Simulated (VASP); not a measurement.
Band structure of Zr$_{2}$Au (space group I4/mmm). All values below come from PBEsol GGA, VASP's PBE PAW potentials (set 64) (plane waves; VASP).

Unless said otherwise, spin-orbit coupling is left out, though it shifts the bands of the heavy elements here.

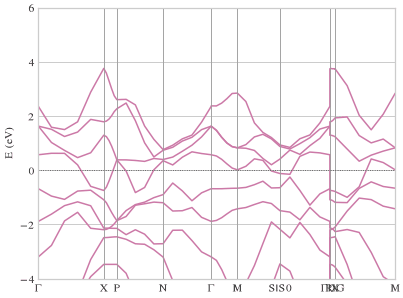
Fig. 1. Bands along high-symmetry lines, zero at the valence-band maximum or, without a gap, the Fermi level

Task: Read the plot: is there a gap, and where are the band edges?

Result: It has no gap at this level: it comes out as a metal or semimetal.

The structure comes from a computed database's Zr2Au entry (I4/mmm); how it stands against other phases isn't given here. The cell was not relaxed at this level. The electron count is odd and the run is not spin-polarised, which forces a metal.
